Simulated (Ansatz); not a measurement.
```
atom    x (Å)    y (Å)    z (Å)
  Al   0.1291   0.3268  -1.0245
   H   0.8454  -0.1741   1.0417
   H   1.5457   0.0116   0.7154
   H  -0.9510  -0.1644   0.1735
```

Theory: RKS PBE-D4/def2-SVP (Ansatz 0.2.0).

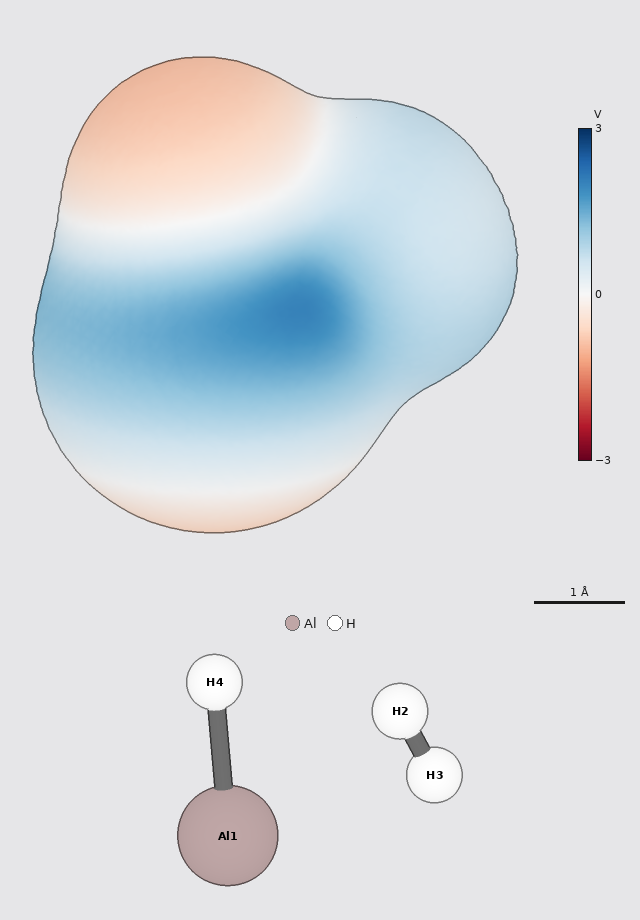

AlH···H₂. The molecular electrostatic potential painted on the density surface at 0.002 e/bohr³, seen at a tilt; red is negative and blue positive. The bare structure is drawn below in the same view.

Where is the surface potential most negative and most positive?

Answer. The most negative region (about −0.9 V) lies over H4, the most positive (about +2.0 V) over Al1.
